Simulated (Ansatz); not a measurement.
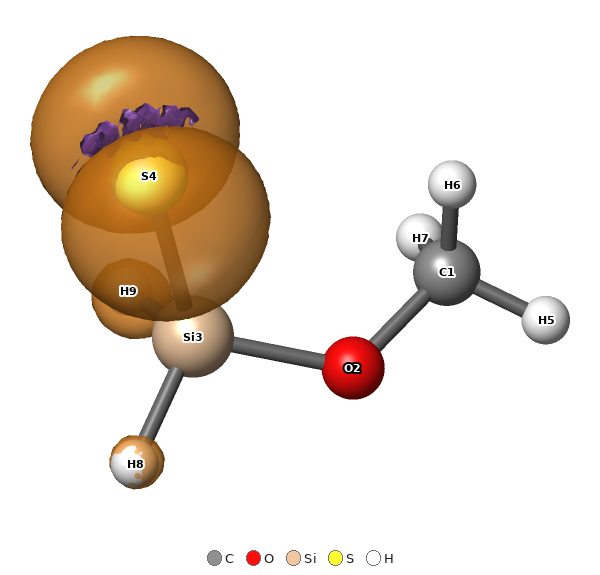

The picture shows: CH₅OSSi (SMILES CO[SiH2][S]) (doublet). Isosurfaces of the spin density (α minus β) at +0.03 (orange) and −0.03 e/Å³ (purple), seen at a tilt.

Geometry: PBE0-D4/def2-TZVP.

Level of theory: Ansatz, UKS PBE0-D4/def2-TZVPP.

```yaml
atoms:
  - { symbol: C, position_ang: [-0.8712, 0.9789, 0.4399] }
  - { symbol: O, position_ang: [0.3737, 0.7251, -0.1749] }
  - { symbol: Si, position_ang: [0.9148, -0.7699, -0.5485] }
  - { symbol: S, position_ang: [1.0551, -2.1191, 1.0756] }
  - { symbol: H, position_ang: [-0.9652, 2.0562, 0.5805] }
  - { symbol: H, position_ang: [-0.9378, 0.4876, 1.4157] }
  - { symbol: H, position_ang: [-1.7017, 0.6335, -0.1859] }
  - { symbol: H, position_ang: [2.2482, -0.5630, -1.1545] }
  - { symbol: H, position_ang: [-0.0274, -1.4757, -1.4652] }
```

Which atoms carry the spin?

Answer. The unpaired spin (1 electron) lies mostly on S4 (about 0.9), in electrons by Hirshfeld's partition.
